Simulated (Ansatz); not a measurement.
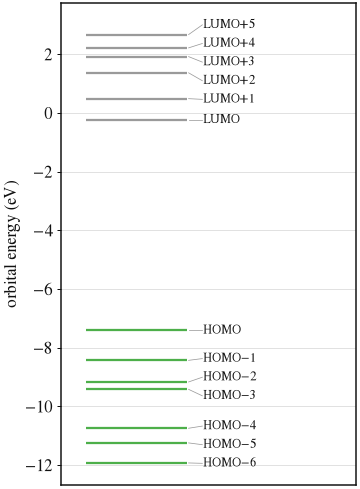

Kohn-Sham orbital energies near the frontier, B3LYP/def2-TZVPP, the Ansatz code 0.2.0, at a PBE0-D4/def2-TZVP geometry (no frequency check), isolated molecule; empty levels in grey, levels within 0.03 eV side by side.

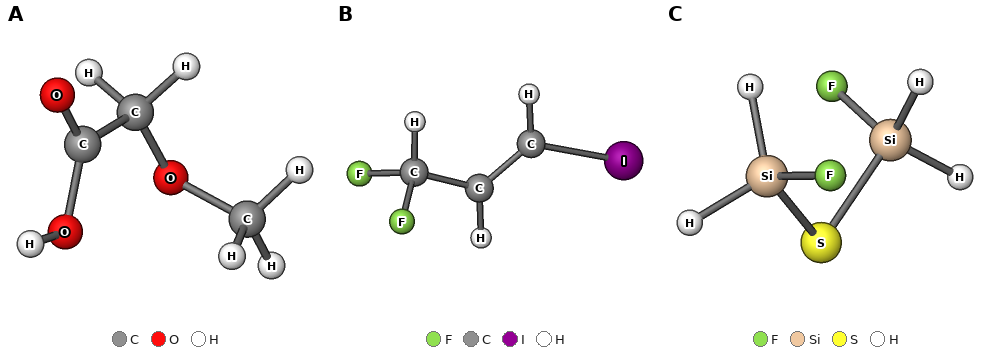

Which molecule has this level scheme? Choose among the lettered structures.

Structure A, C₃H₆O₃, SMILES COCC(=O)O. HOMO −7.42 eV, LUMO −0.24 eV, separation 7.18 eV.

Caveats: one conformer of a flexible molecule; empty levels above zero depend strongly on the basis.
